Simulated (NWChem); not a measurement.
# InH2O (SMILES [OH][InH]): levels of theory compared

Wanted: a comparison of 3 runs (UHF/STO-3G, UHF/3-21G, UHF/def2-SVP) of InH2O. 

The results are computed with NWChem 7.3.0.

### Step 1. The molecule

InH2O: 4 atoms, total charge 0, spin state doublet. As SMILES, `[OH][InH]`. Geometry: relaxed at PBE0-D4/def2-TZVP.

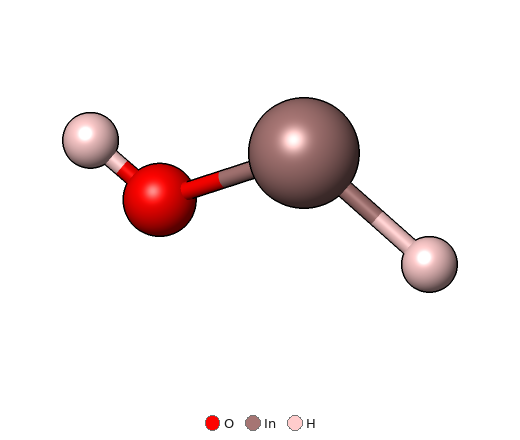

Viewed from a chosen angle; oxygen red, indium brown, hydrogen pink.

### Step 2. Energy and forces at UHF/STO-3G (run 1)

geom.xyz reads:

```xyz
4

O     -0.298400    -1.020600     0.295000
In     0.563900     0.746600    -0.088500
H      0.236800    -1.629400     0.809100
H     -0.446700     1.843000    -1.036000
```

run.py reads:

```python
from ase.io import read
from ase.calculators.nwchem import NWChem

mol = read('geom.xyz')

calc = NWChem(
    label='geom',
    theory='scf',
    memory='2200 mb',
    basis='STO-3G',
    basispar='spherical bse',
    scf={'nopen': '1', 'uhf': None, 'thresh': '1e-08', 'maxiter': '80'},
)
mol.calc = calc

forces = mol.get_forces()
print("Total energy (eV):", round(mol.get_potential_energy(), 6))
print("forces (eV/A):")
for s, f in zip(mol.symbols, forces):
    print(f"{s:2s} {f[0]:10.5f} {f[1]:10.5f} {f[2]:10.5f}")
```

Command:

```
$ export ASE_NWCHEM_COMMAND="nwchem PREFIX.nwi > PREFIX.nwo"
$ python run.py
```

Standard output:

```text
Total energy (eV): -156678.370334
forces (eV/A):
O    -0.62961    2.99467   -1.60956
In   -1.79046   -0.78568   -0.47555
H     1.35893   -0.88215    1.01276
H     1.06109   -1.32684    1.07236
```

The calculator wrote geom.nwi:

```
title "geom"

permanent_dir geom

scratch_dir geom

start geom

geometry units angstrom nocenter noautosym noautoz
  O  -2.9840000000000000e-01 -1.0206000000000000e+00 2.9499999999999998e-01
  In 5.6389999999999996e-01 7.4660000000000004e-01 -8.8499999999999995e-02
  H  2.3680000000000001e-01 -1.6294000000000000e+00 8.0910000000000004e-01
  H  -4.4669999999999999e-01 1.8430000000000000e+00 -1.0360000000000000e+00
end

memory 2200 mb

basis spherical bse noprint
   * library STO-3G
end

scf
  nopen 1
  uhf
  thresh 1e-08
  maxiter 80
end

task scf gradient
```

geom.nwo:

```text
Northwest Computational Chemistry Package (NWChem) 7.3.0
             --------------------------------------------------------

           Job information
           ---------------

    nwchem branch   = 7.3.0
    use scalapack   = T
    input           = geom.nwi
    prefix          = geom.
    data base       = geom/geom.db
    status          = startup
    nproc           =        1

           Memory information
           ------------------

    heap     =     72089596 doubles =      550.0 Mbytes
    stack    =     72089601 doubles =      550.0 Mbytes
    global   =    144179200 doubles =     1100.0 Mbytes (distinct from heap & stack)
    total    =    288358397 doubles =     2200.0 Mbytes
    verify   = yes
    hardfail = no

[... 36 lines left out ...]
            Nuclear Dipole moment (a.u.)
[... 73 lines left out ...]
 1-e energy   =   -8248.957027
[... 7 lines left out ...]
         Quadratically convergent UHF
[... 15 lines left out ...]
       Final UHF  results
[... 3 lines left out ...]
      One electron energy =  -8245.434647723963
[... 1 line left out ...]
 Nuclear repulsion energy =    134.226970127604
[... 46 lines left out ...]
          Final beta eigenvalues
[... 168 lines left out ...]
                     UHF Final Beta Molecular Orbital Analysis
[... 194 lines left out ...]
  wavefunction    =   UHF

                         UHF ENERGY GRADIENTS

    atom               coordinates                        gradient
                 x          y          z           x          y          z
   1 O      -0.563894  -1.928654   0.557469    0.012244  -0.058237   0.031301
   2 In      1.065616   1.410869  -0.167241    0.034819   0.015279   0.009248
   3 H       0.447487  -3.079120   1.528977   -0.026427   0.017155  -0.019695
   4 H      -0.844141   3.482765  -1.957756   -0.020635   0.025803  -0.020854

                 ----------------------------------------
                 |  Time  |  1-e(secs)   |  2-e(secs)   |
                 ----------------------------------------
                 |  CPU   |       0.00   |       0.63   |
                 ----------------------------------------
                 |  WALL  |       0.00   |       0.63   |
                 ----------------------------------------

 Task  times  cpu:        3.7s     wall:        3.7s
 Total times  cpu:        3.7s     wall:        3.7s
```

Run time: 4.8 s. Hardware: 1 thread of Intel Xeon Platinum 8488C (Sapphire Rapids), shared host; peak memory 0.098 GiB.

### Step 3. Energy and gradient at UHF/3-21G (run 2)

run.py reads:

```python
from ase import Atoms
from ase.calculators.nwchem import NWChem

molecule = Atoms(['O', 'In', 'H', 'H'], positions=[
    [-0.298400, -1.020600, 0.295000],
    [0.563900, 0.746600, -0.088500],
    [0.236800, -1.629400, 0.809100],
    [-0.446700, 1.843000, -1.036000],
])

calc = NWChem(
    label='h2ino',
    theory='scf',
    memory='2200 mb',
    basis='3-21G',
    basispar='spherical bse',
    scf={'nopen': '1', 'uhf': None, 'thresh': '1e-08', 'maxiter': '80', 'print': 'low'},
)
molecule.calc = calc

forces = molecule.get_forces()
print("Total energy (eV):", round(molecule.get_potential_energy(), 6))
print("forces (eV/A):")
for s, f in zip(molecule.symbols, forces):
    print(f"{s:2s} {f[0]:10.5f} {f[1]:10.5f} {f[2]:10.5f}")
```

Command:

```
$ export ASE_NWCHEM_COMMAND="nwchem PREFIX.nwi > PREFIX.nwo"
$ python run.py
```

Standard output:

```text
Total energy (eV): -157562.584768
forces (eV/A):
O     0.47550    1.12722   -0.27886
In   -0.34854   -0.84024    0.21052
H     0.01388   -0.50579    0.22945
H    -0.14079    0.21875   -0.16111
```

The calculator wrote h2ino.nwi:

```
title "h2ino"

permanent_dir h2ino

scratch_dir h2ino

start h2ino

geometry units angstrom nocenter noautosym noautoz
  O  -2.9840000000000000e-01 -1.0206000000000000e+00 2.9499999999999998e-01
  In 5.6389999999999996e-01 7.4660000000000004e-01 -8.8499999999999995e-02
  H  2.3680000000000001e-01 -1.6294000000000000e+00 8.0910000000000004e-01
  H  -4.4669999999999999e-01 1.8430000000000000e+00 -1.0360000000000000e+00
end

memory 2200 mb

basis spherical bse noprint
   * library 3-21G
end

scf
  nopen 1
  uhf
  thresh 1e-08
  maxiter 80
  print low
end

task scf gradient
```

h2ino.nwo:

```text
Northwest Computational Chemistry Package (NWChem) 7.3.0
             --------------------------------------------------------

           Job information
           ---------------

    nwchem branch   = 7.3.0
    use scalapack   = T
    input           = h2ino.nwi
    prefix          = h2ino.
    data base       = h2ino/h2ino.db
    status          = startup
    nproc           =        1

           Memory information
           ------------------

    heap     =     72089596 doubles =      550.0 Mbytes
    stack    =     72089601 doubles =      550.0 Mbytes
    global   =    144179200 doubles =     1100.0 Mbytes (distinct from heap & stack)
    total    =    288358397 doubles =     2200.0 Mbytes
    verify   = yes
    hardfail = no

[... 36 lines left out ...]
            Nuclear Dipole moment (a.u.)
[... 58 lines left out ...]
       Final UHF  results
[... 2 lines left out ...]
         Total SCF energy =  -5790.318237644931
      One electron energy =  -8266.221494347687
      Two electron energy =   2341.676286575151
 Nuclear repulsion energy =    134.226970127604

                       Sz =      0.5000
                 Sz(Sz+1) =      0.7500
                      S^2 =      0.7609

        Time for solution =      3.2s

                              NWChem Gradients Module
                              -----------------------

                         UHF ENERGY GRADIENTS

    atom               coordinates                        gradient
                 x          y          z           x          y          z
   1 O      -0.563894  -1.928654   0.557469   -0.009247  -0.021921   0.005423
   2 In      1.065616   1.410869  -0.167241    0.006778   0.016340  -0.004094
   3 H       0.447487  -3.079120   1.528977   -0.000270   0.009836  -0.004462
   4 H      -0.844141   3.482765  -1.957756    0.002738  -0.004254   0.003133

 Task  times  cpu:        3.9s     wall:        3.9s
 Total times  cpu:        4.0s     wall:        4.0s
```

It took 5.1 s on 1 thread of Intel Xeon Platinum 8488C (Sapphire Rapids), shared host; peak memory 0.1 GiB.

### Step 4. Energy and gradient at UHF/def2-SVP (core potential) (run 3)

run.py reads:

```python
from ase import Atoms
from ase.calculators.nwchem import NWChem

mol = Atoms(['O', 'In', 'H', 'H'], positions=[
    [-0.298400, -1.020600, 0.295000],
    [0.563900, 0.746600, -0.088500],
    [0.236800, -1.629400, 0.809100],
    [-0.446700, 1.843000, -1.036000],
])

calc = NWChem(
    label='mol',
    theory='scf',
    memory='2200 mb',
    basis='def2-SVP',
    basispar='spherical bse',
    scf={'nopen': '1', 'uhf': None, 'thresh': '1e-08', 'maxiter': '80'},
    **{'ecp bse': {'In library': 'def2-SVP'}},
)
mol.calc = calc

forces = mol.get_forces()
print(f"energy = {mol.get_potential_energy():.6f} eV")
print("forces (eV/A):")
for s, f in zip(mol.symbols, forces):
    print(f"{s:2s} {f[0]:10.5f} {f[1]:10.5f} {f[2]:10.5f}")
```

Command:

```
$ export ASE_NWCHEM_COMMAND="nwchem PREFIX.nwi > PREFIX.nwo"
$ python run.py
```

Standard output:

```text
energy = -7215.053046 eV
forces (eV/A):
O     0.66422   -0.49905    0.52492
In   -0.08444    0.04998   -0.06083
H    -0.60061    0.43832   -0.46892
H     0.02083    0.01075    0.00483
```

The calculator wrote mol.nwi:

```
title "mol"

permanent_dir mol

scratch_dir mol

start mol

geometry units angstrom nocenter noautosym noautoz
  O  -2.9840000000000000e-01 -1.0206000000000000e+00 2.9499999999999998e-01
  In 5.6389999999999996e-01 7.4660000000000004e-01 -8.8499999999999995e-02
  H  2.3680000000000001e-01 -1.6294000000000000e+00 8.0910000000000004e-01
  H  -4.4669999999999999e-01 1.8430000000000000e+00 -1.0360000000000000e+00
end

memory 2200 mb

basis spherical bse noprint
   * library def2-SVP
end

scf
  nopen 1
  uhf
  thresh 1e-08
  maxiter 80
end
ecp bse
  In library def2-SVP
end

task scf gradient
```

mol.nwo:

```text
Northwest Computational Chemistry Package (NWChem) 7.3.0
             --------------------------------------------------------

           Job information
           ---------------

    nwchem branch   = 7.3.0
    use scalapack   = T
    input           = mol.nwi
    prefix          = mol.
    data base       = mol/mol.db
    status          = startup
    nproc           =        1

           Memory information
           ------------------

    heap     =     72089596 doubles =      550.0 Mbytes
    stack    =     72089601 doubles =      550.0 Mbytes
    global   =    144179200 doubles =     1100.0 Mbytes (distinct from heap & stack)
    total    =    288358397 doubles =     2200.0 Mbytes
    verify   = yes
    hardfail = no

[... 36 lines left out ...]
            Nuclear Dipole moment (a.u.)
[... 77 lines left out ...]
 1-e energy   =    -559.881246
[... 7 lines left out ...]
         Quadratically convergent UHF
[... 15 lines left out ...]
       Final UHF  results
[... 3 lines left out ...]
      One electron energy =   -561.350459073170
[... 1 line left out ...]
 Nuclear repulsion energy =     60.887032155600
[... 38 lines left out ...]
          Final beta eigenvalues
[... 210 lines left out ...]
                     UHF Final Beta Molecular Orbital Analysis
[... 242 lines left out ...]
  wavefunction    =   UHF

                         UHF ENERGY GRADIENTS

    atom               coordinates                        gradient
                 x          y          z           x          y          z
   1 O      -0.563894  -1.928654   0.557469   -0.012917   0.009705  -0.010208
   2 In      1.065616   1.410869  -0.167241    0.001642  -0.000972   0.001183
   3 H       0.447487  -3.079120   1.528977    0.011680  -0.008524   0.009119
   4 H      -0.844141   3.482765  -1.957756   -0.000405  -0.000209  -0.000094

                 ----------------------------------------
                 |  Time  |  1-e(secs)   |  2-e(secs)   |
                 ----------------------------------------
                 |  CPU   |       0.01   |       0.89   |
                 ----------------------------------------
                 |  WALL  |       0.01   |       0.89   |
                 ----------------------------------------

 Task  times  cpu:        8.1s     wall:        8.1s
 Total times  cpu:        8.2s     wall:        8.2s
```

It took 9.3 s on 1 thread of Intel Xeon Platinum 8488C (Sapphire Rapids), shared host; peak memory 0.1 GiB.

### Step 5. The series

```tsv
run	level	core potential	energy (Eh)	dipole moment (D)	HOMO energy (eV)	LUMO energy (eV)	wall time
1	UHF/STO-3G	–	-5757.823956	2.49	-4.66	5.44	4.8 s
2	UHF/3-21G	–	-5790.318238	–	–	–	5.1 s
3	UHF/def2-SVP (core potential)	def2-SVP	-265.148311	2.59	-8.34	0.40	9.3 s
```

### Step 6. What came out

```
                                 quantity          value
                      run 3: total energy  -265.14831 Eh
                     run 3: dipole moment         2.59 D
run 3: HOMO energy (highest over α and β)       -8.34 eV
 run 3: LUMO energy (lowest over α and β)        0.40 eV
                              run 3: ⟨S²⟩          0.766
          run 3: largest force on an atom     0.983 eV/Å
```

Some runs of one species differ in core potentials or relativity; totals across that change don't compare. In run 1 the basis is minimal, so the values are rough. In runs 1, 2 relativity is left out where basis or elements ask for it. All runs together took 19 s, the longest 9.3 s.
